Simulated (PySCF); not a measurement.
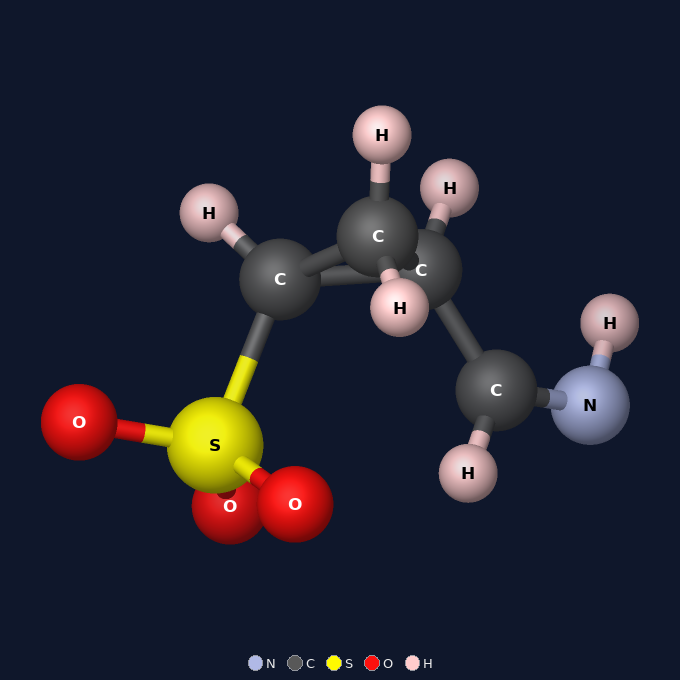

Rendered structure (ball-and-stick style).

The species has charge −1 and is a spin singlet. The computed structure is the end point of a GFN2-xTB optimisation. No frequency run is at hand to confirm it as a minimum.

> What is the molecular formula?

C4H6NO3S(-), 15 atoms: 4 carbon, 6 hydrogen, 1 nitrogen, 3 oxygen and 1 sulfur.

> Count the bonded pairs by element.

5 C–H, 4 C–C, 3 O–S, 1 N–H, 1 C–N, 1 C–S.

> Name functional groups in it.

Among them: imine.

> Describe its rings.

Independent rings (smallest set): 1 of 3 members.

The parts below concern this one geometry. Atoms keep their numbers from picture to picture.

## Geometry

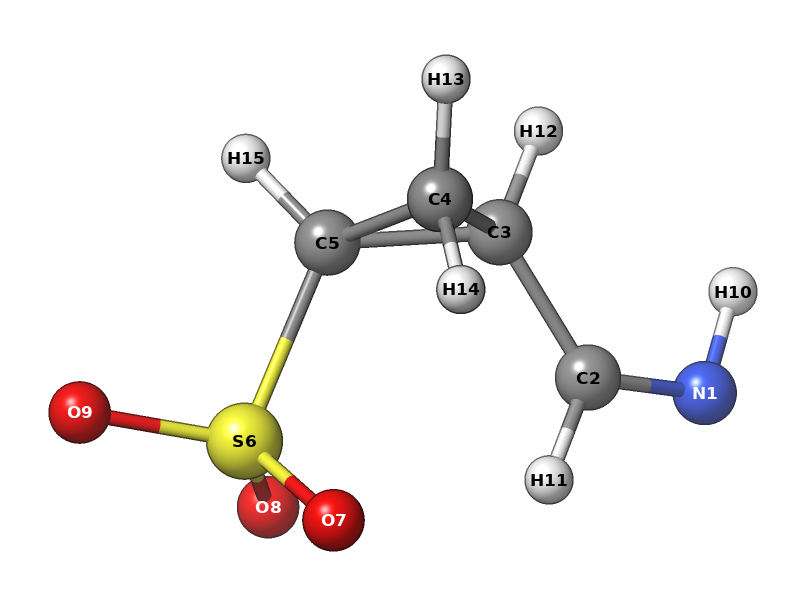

Numbered structure. No frequency run is at hand to confirm it as a minimum.

> What is the geometry at S6?

S6 has 4 neighbours (C5 at 1.83, O7 at 1.46, O8 at 1.46, O9 at 1.46 Å); the arrangement is tetrahedral.

> How are the neighbours of atom 1 arranged?

N1 has 2 neighbours (C2 at 1.26, H10 at 1.03 Å); the arrangement is bent.

> How are the neighbours of atom 2 arranged?

C2 has 3 neighbours (N1 at 1.26, C3 at 1.47, H11 at 1.08 Å); the arrangement is trigonal planar.

> What is the dihedral angle C4–C5–S6–O8?

130° in size, that is anticlinal.

## Electronic properties

No frequency run is at hand to confirm it as a minimum. Method: PBE0/def2-SVPD, gas phase (PySCF 2.14.0).

> Estimate the HOMO energy (Kohn–Sham orbital).

−2.77 eV.

> What is the mean static polarisability?

89.0 bohr³.

## Quadrupole coupling

No frequency run is at hand to confirm it as a minimum. Electric field gradients from the ground-state density, PBE0/pcSseg-1 (PySCF 2.14.0), non-relativistic apart from any core potentials.

Give the largest field-gradient component, the quadrupole coupling constant and the asymmetry for 14N at N1 (Q = 20.44 mb), 33S at S6 (Q = −67.81 mb), 17O at O7 (Q = −25.6 mb), 17O at O8 (Q = −25.6 mb), 17O at O9 (Q = −25.6 mb), 2H at H10 (Q = 2.86 mb), 2H at H11 (Q = 2.86 mb), 2H at H12 (Q = 2.86 mb), 2H at H13 (Q = 2.86 mb).

```
atom  V_zz (a.u.)  e²qQ/h (MHz)     η
  N1       −0.942         −4.52  0.12
  S6        0.372         −5.92  0.21
  O7        1.367         −8.22  0.24
  O8        1.380         −8.30  0.17
  O9        1.403         −8.44  0.19
 H10        0.379         0.254  0.01
 H11        0.294         0.197  0.05
 H12        0.311         0.209  0.10
 H13        0.330         0.222  0.06
```

## NMR shielding

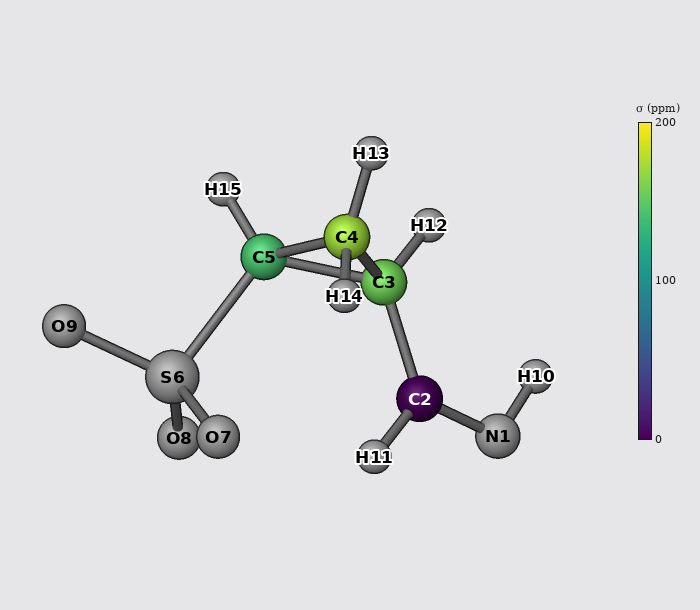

Atoms are coloured by their isotropic NMR shieldings (C only, the others grey). No frequency run is at hand to confirm it as a minimum. Method: GIAO PBE0/pcSseg-1 NMR shielding, non-relativistic, gas phase (PySCF 2.14.0).

Give the isotropic NMR shieldings of the C atoms atom by atom.

```json
{"atom": "C2", "σ (ppm)": "0.6"}
{"atom": "C3", "σ (ppm)": "156.6"}
{"atom": "C4", "σ (ppm)": "170.8"}
{"atom": "C5", "σ (ppm)": "142.3"}
```
